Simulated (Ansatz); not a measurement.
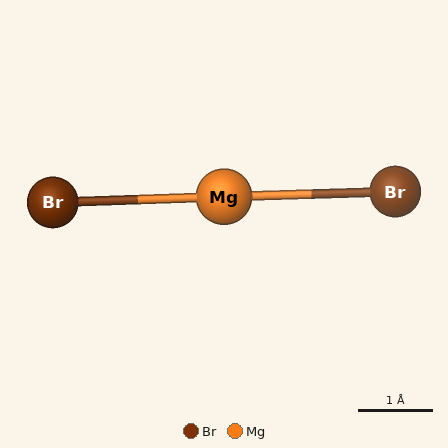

Distant atoms are faded towards the background colour. Computed geometry: PBE-D4/def2-SVP optimisation. No frequency run is at hand to confirm it as a minimum. Masses are those of the most abundant isotopes; constants are for the rigid equilibrium geometry.

Q: What kind of rotor is it, and what are its rotational constants in GHz?

A: A linear rotor (D∞h) with B = 0.579 GHz.
